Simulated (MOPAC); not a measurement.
## Frequency calculation, with input and output: CH₃KS (part 1 of 2)

CH₃KS, computed with PM6-D3H4X, closed shell, dispersion D3H4X (MOPAC 23.2.5).

The geometry was optimised with PM6-D3H4X.

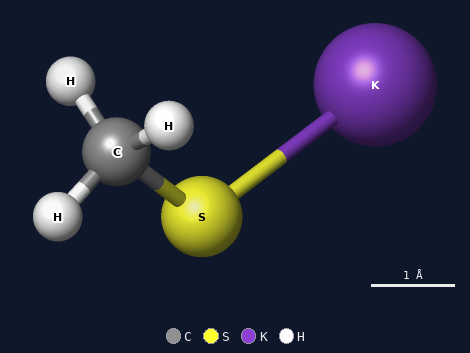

The structure (ball-and-stick view, seen at a tilt). Sticks mark near contacts.

The input (calc.mop)
```
PM6-D3H4X THERMO FORCE SINGLET AUX(PRECISION=9) THREADS=1
CH3KS frequencies

C -0.518283 1 0.467251 1 -0.413485 1
S -0.137266 1 -1.213127 1 0.195437 1
K 2.366588 1 -1.648381 1 1.669218 1
H -1.498296 1 0.383133 1 -0.932456 1
H 0.259614 1 0.793467 1 -1.128978 1
H -0.603112 1 1.166015 1 0.439776 1
```

Run on 1 thread of Arm Neoverse V2, 24 GiB of memory available, shared host.

Launched with:
```bash
mopac calc.mop
```

Output
```
MOPAC v23.2.5
PM6-D3H4X CALCULATION RESULTS

 *  PM6-D3H4   - CORRECT DISPERSION AND HYDROGEN BOND TERMS USING THE D3H4 METHOD
 *  SINGLET    - SPIN STATE DEFINED AS A SINGLET
 *  FORCE      - FORCE CALCULATION SPECIFIED
 *  THREADS=1  - MULTI-THREADING NOT USED
 *  AUX        - OUTPUT AUXILIARY INFORMATION
 *  THERMO     - THERMODYNAMIC QUANTITIES TO BE CALCULATED
PM6-D3H4X THERMO FORCE SINGLET AUX(PRECISION=9) THREADS=1
 CH3KS frequencies

   ATOM   CHEMICAL          X               Y               Z
  NUMBER   SYMBOL      (ANGSTROMS)     (ANGSTROMS)     (ANGSTROMS)

     1       C         -0.51828300  *   0.46725100  *  -0.41348500  *
     2       S         -0.13726600  *  -1.21312700  *   0.19543700  *
     3       K          2.36658800  *  -1.64838100  *   1.66921800  *
     4       H         -1.49829600  *   0.38313300  *  -0.93245600  *
     5       H          0.25961400  *   0.79346700  *  -1.12897800  *
     6       H         -0.60311200  *   1.16601500  *   0.43977600  *

          CARTESIAN COORDINATES

    NO.       ATOM           X           Y           Z

     1         C         -0.5183      0.4673     -0.4135
     2         S         -0.1373     -1.2131      0.1954
     3         K          2.3666     -1.6484      1.6692
     4         H         -1.4983      0.3831     -0.9325
     5         H          0.2596      0.7935     -1.1290
     6         H         -0.6031      1.1660      0.4398

           Empirical Formula: C H3 S K  =     6 atoms

      MOLECULAR POINT GROUP   :   Cs

 SINGLET STATE CALCULATION

      RHF CALCULATION, NO. OF DOUBLY OCCUPIED LEVELS = 7

          HEAT OF FORMATION =     -11.876492 KCALS/MOLE

          CARTESIAN COORDINATE DERIVATIVES

   NUMBER  ATOM         X            Y            Z

     1       C      0.003585     0.000309    -0.004065
     2       S      0.003908    -0.009344     0.003102
     3       K      0.002709     0.003714    -0.001114
     4       H      0.005219     0.015705     0.000405
     5       H     -0.008445    -0.003834    -0.013961
     6       H     -0.006976    -0.006551     0.015633

 DIPOLE           X         Y         Z       TOTAL
 POINT-CHG.     4.446     9.708     0.000    10.678
 HYBRID        -0.413    -0.056    -0.000     0.416
 SUM            4.033     9.652     0.000    10.461

          GRADIENT NORM =   0.03248

          MOLECULAR WEIGHT =   86.19

          ROTATIONAL CONSTANTS IN CM(-1)

          A =    0.70355716   B =    0.06818670   C =    0.06294444

           PRINCIPAL MOMENTS OF INERTIA IN UNITS OF 10**(-40)*GRAM-CM**2

          A =       39.7875   B =      410.5310   C =      444.7216

          ORIENTATION OF MOLECULE IN FORCE CALCULATION

    NO.       ATOM         X         Y         Z

     1          C      -2.1375   -1.1674   -0.0000
     2          S      -0.3100   -1.1674   -0.0000
     3          K       1.1033    1.4081   -0.0000
     4          H      -2.4374   -2.2383   -0.0024
     5          H      -2.5137   -0.6692   -0.9131
     6          H      -2.5134   -0.6734    0.9155

    FIRST DERIVATIVES WILL BE USED IN THE CALCULATION OF SECOND DERIVATIVES

          ESTIMATED TIME TO COMPLETE CALCULATION =        0.28 SECONDS

    FOR POINT-GROUP Cs   THERE ARE   2 UNIQUE SYMMETRY FUNCTIONS.

 STEP:   1 TIME =     0.00 SECS, INTEGRAL =      0.00 TIME LEFT: 172799.99
 STEP:   2 TIME =     0.00 SECS, INTEGRAL =      0.00 TIME LEFT: 172799.99
 STEP:   3 TIME =     0.00 SECS, INTEGRAL =      0.01 TIME LEFT: 172799.98
 STEP:   4 TIME =     0.00 SECS, INTEGRAL =      0.01 TIME LEFT: 172799.98
 STEP:   5 TIME =     0.00 SECS, INTEGRAL =      0.02 TIME LEFT: 172799.98
 STEP:   6 TIME =     0.00 SECS, INTEGRAL =      0.02 TIME LEFT: 172799.97
 STEP:   7 TIME =     0.00 SECS, INTEGRAL =      0.02 TIME LEFT: 172799.97
 STEP:   8 TIME =     0.00 SECS, INTEGRAL =      0.03 TIME LEFT: 172799.96
 STEP:   9 TIME =     0.00 SECS, INTEGRAL =      0.03 TIME LEFT: 172799.96
 STEP:  10 TIME =     0.00 SECS, INTEGRAL =      0.03 TIME LEFT: 172799.96
 STEP:  11 TIME =     0.00 SECS, INTEGRAL =      0.03 TIME LEFT: 172799.96
 STEP:  12 TIME =     0.00 SECS, INTEGRAL =      0.03 TIME LEFT: 172799.96
 STEP:  13 TIME =     0.00 SECS, INTEGRAL =      0.04 TIME LEFT: 172799.96
 STEP:  14 TIME =     0.00 SECS, INTEGRAL =      0.04 TIME LEFT: 172799.96
 STEP:  15 TIME =     0.00 SECS, INTEGRAL =      0.04 TIME LEFT: 172799.95
 STEP:  16                       INTEGRAL =      0.04 TIME LEFT: 172799.95
 STEP:  17                       INTEGRAL =      0.04 TIME LEFT: 172799.95
 STEP:  18                       INTEGRAL =      0.04 TIME LEFT: 172799.95

(To convert to Hartree/Bohr^2, multiply by (10^(-21) x N x a0^2)/(4.184 x 627.51) =  0.0642)

           FORCE MATRIX IN MILLIDYNES/ANGSTROM

                  C  1       S  2       K  3       H  4       H  5       H  6
 ------------------------------------------------------------------------------
     C    1   9.358141
     S    2   2.424698   4.020005
     K    3   0.023688   0.862438   0.900504
     H    4   3.397116   0.553580   0.011909   4.249392
     H    5   3.420366   0.532694   0.029292   0.582519   4.266472
     H    6   3.420122   0.532535   0.028951   0.582850   0.575067   4.266472

          HEAT OF FORMATION =     -11.876492 KCALS/MOLE

          ZERO POINT ENERGY      21.814 KCAL/MOL

           NORMAL COORDINATE ANALYSIS (Total motion = 1 Angstrom)

   Root No.       1         2         3         4         5         6         7         8

                 1 A"      1 A'      2 A'      3 A'      4 A'      2 A"      5 A'      6 A'

                  57.8      98.8     283.0     769.1     911.0     912.1    1329.4    1350.6

           1   -0.0000    0.0468    0.1157    0.2913   -0.0100    0.0000   -0.0559    0.0016
           2    0.0000    0.1649    0.0262    0.0108    0.0613   -0.0000   -0.0006   -0.0481
           3    0.0182   -0.0000    0.0000    0.0000    0.0001    0.0646    0.0000    0.0000
           4   -0.0000    0.0478    0.0929   -0.1293    0.0030    0.0000   -0.0067   -0.0005
           5   -0.0000   -0.0695    0.2571   -0.0071   -0.0139    0.0000   -0.0004   -0.0006
           6   -0.0215    0.0000   -0.0000   -0.0000   -0.0000   -0.0132   -0.0000   -0.0000
           7    0.0000   -0.0567   -0.1204    0.0018    0.0006   -0.0000   -0.0003   -0.0002
           8   -0.0000   -0.0096   -0.2168    0.0039    0.0007    0.0000   -0.0001   -0.0000
           9    0.0100    0.0000   -0.0000   -0.0000   -0.0000   -0.0005    0.0000   -0.0000
          10   -0.0000   -0.0909    0.2667    0.2361    0.4297   -0.0001    0.2955    0.1591
          11    0.0000    0.2025   -0.0195   -0.0071   -0.0885    0.0000   -0.0816   -0.0488
          12    0.3417   -0.0000    0.0000    0.0000    0.0000   -0.1126    0.0000    0.0000
          13   -0.0025    0.1050    0.0346    0.1675   -0.2141    0.3890    0.2974   -0.0776
          14   -0.2744    0.2073   -0.0308   -0.0235   -0.1125    0.0205    0.0526    0.3217
          15   -0.1316   -0.0008    0.0001    0.0047    0.0038   -0.1095   -0.0903    0.2107
          16    0.0025    0.1050    0.0346    0.1676   -0.2143   -0.3889    0.2974   -0.0776
          17    0.2744    0.2073   -0.0308   -0.0235   -0.1126   -0.0205    0.0526    0.3216
          18   -0.1316    0.0007   -0.0000   -0.0047   -0.0037   -0.1095    0.0904   -0.2107

   Root No.       9        10        11        12

                 3 A"      7 A'      4 A"      8 A'

                1358.5    2667.3    2678.9    2842.8

           1    0.0000    0.0025    0.0000   -0.0182
           2   -0.0000   -0.0490   -0.0000   -0.0009
           3   -0.0468    0.0000   -0.0545   -0.0000
           4    0.0000   -0.0002    0.0000   -0.0015
           5   -0.0000   -0.0007   -0.0000   -0.0000
           6   -0.0005   -0.0000   -0.0007    0.0000
           7   -0.0000    0.0000   -0.0000   -0.0000
           8    0.0000    0.0000    0.0000   -0.0000
           9   -0.0000   -0.0000    0.0000   -0.0000
          10    0.0000    0.1386    0.0000    0.0736
          11   -0.0000    0.4548   -0.0000    0.3156
          12    0.4363    0.0000   -0.0453    0.0000
          13    0.1171   -0.0814    0.1593    0.0961
          14    0.2195    0.0746   -0.2218   -0.1515
          15    0.0691   -0.2102    0.3574    0.2747
          16   -0.1171   -0.0814   -0.1593    0.0960
          17   -0.2195    0.0746    0.2218   -0.1514
          18    0.0691    0.2102    0.3574   -0.2749

           MASS-WEIGHTED COORDINATE ANALYSIS (NORMAL COORDINATES)

   Root No.       1         2         3         4         5         6         7         8

                 1 A"      1 A'      2 A'      3 A'      4 A'      2 A"      5 A'      6 A'

                  57.8      98.8     283.0     769.1     911.0     912.1    1329.4    1350.6

           1   -0.0000    0.1742    0.1785    0.7805   -0.0572    0.0001   -0.3354    0.0089
           2    0.0000    0.6131    0.0404    0.0290    0.3517   -0.0002   -0.0036   -0.2755
           3    0.1104   -0.0001    0.0000    0.0000    0.0004    0.3545    0.0001    0.0001
           4   -0.0000    0.2904    0.2342   -0.5661    0.0278    0.0001   -0.0654   -0.0042
           5   -0.0000   -0.4223    0.6481   -0.0310   -0.1307    0.0000   -0.0037   -0.0060
           6   -0.2126    0.0000   -0.0000   -0.0000   -0.0002   -0.1181   -0.0001   -0.0001
           7    0.0000   -0.3801   -0.3351    0.0088    0.0062   -0.0001   -0.0032   -0.0021
           8   -0.0000   -0.0641   -0.6035    0.0187    0.0071    0.0001   -0.0012   -0.0003
           9    0.1093    0.0000   -0.0000   -0.0000   -0.0000   -0.0049    0.0001   -0.0000
          10   -0.0000   -0.0979    0.1192    0.1833    0.7141   -0.0002    0.5133    0.2640
          11    0.0000    0.2181   -0.0087   -0.0055   -0.1471    0.0000   -0.1417   -0.0811
          12    0.5998   -0.0000    0.0000    0.0000    0.0000   -0.1790    0.0000    0.0000
          13   -0.0043    0.1132    0.0155    0.1301   -0.3559    0.6188    0.5166   -0.1288
          14   -0.4817    0.2233   -0.0138   -0.0182   -0.1870    0.0327    0.0913    0.5339
          15   -0.2311   -0.0008    0.0000    0.0037    0.0063   -0.1741   -0.1569    0.3498
          16    0.0043    0.1131    0.0155    0.1301   -0.3561   -0.6186    0.5166   -0.1287
          17    0.4817    0.2233   -0.0138   -0.0182   -0.1871   -0.0326    0.0913    0.5338
          18   -0.2311    0.0008   -0.0000   -0.0037   -0.0061   -0.1741    0.1570   -0.3497

   Root No.       9        10        11        12

                 3 A"      7 A'      4 A"      8 A'

                1358.5    2667.3    2678.9    2842.8

           1    0.0000    0.0143    0.0000   -0.1102
           2   -0.0000   -0.2789   -0.0000   -0.0056
           3   -0.2734    0.0001   -0.2828   -0.0002
           4    0.0000   -0.0017    0.0000   -0.0150
           5   -0.0000   -0.0061   -0.0000   -0.0001
           6   -0.0046   -0.0001   -0.0057    0.0004
           7   -0.0000    0.0000   -0.0000   -0.0003
           8    0.0000    0.0001    0.0000   -0.0004
           9   -0.0003   -0.0000    0.0002   -0.0002
          10    0.0000    0.2286    0.0000    0.1292
          11   -0.0000    0.7503   -0.0000    0.5541
          12    0.7376    0.0000   -0.0681    0.0000
          13    0.1979   -0.1343    0.2396    0.1687
          14    0.3711    0.1231   -0.3336   -0.2659
          15    0.1168   -0.3467    0.5376    0.4823
          16   -0.1979   -0.1342   -0.2396    0.1686
          17   -0.3711    0.1231    0.3336   -0.2658
          18    0.1168    0.3468    0.5376   -0.4826

          DESCRIPTION OF VIBRATIONS

 VIBRATION          1    1A"         ATOM PAIR     ENERGY CONTRIBUTION    RADIAL
 FREQUENCY            57.82         C 1 -- H 4         +34.5% (999.0%)      0.0%
 TRANSITION DIPOLE   0.1339         C 1 -- H 6         +31.7% (989.0%)      1.4%
 TRAVEL (Ang.)       0.0000         C 1 -- H 5         +31.7% (989.0%)      1.3%
 REDUCED MASS        0.3676         C 1 -- S 2          +1.1% (185.4%)      0.0%
 EFFECTIVE MASS     26.5509
 FORCE CONSTANT      0.0007

 VIBRATION          2    1A'         ATOM PAIR     ENERGY CONTRIBUTION    RADIAL
 FREQUENCY            98.82         C 1 -- S 2         +22.9% (581.4%)      1.2%
 TRANSITION DIPOLE   0.4987         C 1 -- K 3         +22.0% (569.9%)     95.5%
 TRAVEL (Ang.)       0.3669         C 1 -- H 6         +19.8% (541.3%)     15.0%
 REDUCED MASS        5.0683         C 1 -- H 5         +19.8% (541.3%)     15.3%
 EFFECTIVE MASS    239.4351         C 1 -- H 4         +14.1% (455.8%)     89.5%
 FORCE CONSTANT      0.0292

 VIBRATION          3    2A'         ATOM PAIR     ENERGY CONTRIBUTION    RADIAL
 FREQUENCY           283.03         S 2 -- K 3         +38.9% (109.3%)     99.4%
 TRANSITION DIPOLE   2.2779         C 1 -- S 2         +17.2% ( 72.7%)      0.8%
 TRAVEL (Ang.)       0.1216         C 1 -- K 3         +16.5% ( 71.1%)     95.0%
 REDUCED MASS       16.1204         C 1 -- H 4         +10.3% ( 56.1%)     67.6%
 EFFECTIVE MASS     38.3030
 FORCE CONSTANT      0.7608

 VIBRATION          4    3A'         ATOM PAIR     ENERGY CONTRIBUTION    RADIAL
 FREQUENCY           769.14         C 1 -- S 2         +29.8% (105.1%)     99.8%
 TRANSITION DIPOLE   0.3088         C 1 -- K 3         +18.5% ( 82.7%)     62.6%
 TRAVEL (Ang.)       0.1061         C 1 -- H 6         +16.2% ( 77.5%)      9.1%
 REDUCED MASS        7.7831         C 1 -- H 5         +16.2% ( 77.5%)      9.1%
 EFFECTIVE MASS     17.1693         C 1 -- H 4         +16.2% ( 77.5%)     10.5%
 FORCE CONSTANT      2.7128

 VIBRATION          5    4A'         ATOM PAIR     ENERGY CONTRIBUTION    RADIAL
 FREQUENCY           910.96         C 1 -- H 4         +46.3% ( 91.4%)      8.8%
 TRANSITION DIPOLE   0.4965         C 1 -- H 6         +19.8% ( 59.8%)      5.5%
 TRAVEL (Ang.)       0.3698         C 1 -- H 5         +19.8% ( 59.8%)      5.6%
 REDUCED MASS        0.5414         C 1 -- S 2          +7.1% ( 35.7%)      3.0%
 EFFECTIVE MASS      2.6168
 FORCE CONSTANT      0.2647

 VIBRATION          6    2A"         ATOM PAIR     ENERGY CONTRIBUTION    RADIAL
 FREQUENCY           912.10         C 1 -- H 5         +37.3% ( 82.1%)      8.7%
 TRANSITION DIPOLE   0.2487         C 1 -- H 6         +37.3% ( 82.0%)      8.8%
 TRAVEL (Ang.)       0.3691         C 1 -- H 4         +11.5% ( 45.6%)      0.0%
 REDUCED MASS        0.5427         C 1 -- S 2          +7.0% ( 35.5%)      0.0%
 EFFECTIVE MASS      2.5341
 FORCE CONSTANT      0.2660

 VIBRATION          7    5A'         ATOM PAIR     ENERGY CONTRIBUTION    RADIAL
 FREQUENCY          1329.42         C 1 -- H 6         +30.8% ( 52.9%)      1.8%
 TRANSITION DIPOLE   0.3925         C 1 -- H 5         +30.8% ( 52.9%)      1.8%
 TRAVEL (Ang.)       0.3497         C 1 -- H 4         +29.5% ( 51.8%)      1.2%
 REDUCED MASS        0.4148         C 1 -- K 3          +4.6% ( 20.6%)     62.0%
 EFFECTIVE MASS      1.8117
 FORCE CONSTANT      0.4319
```
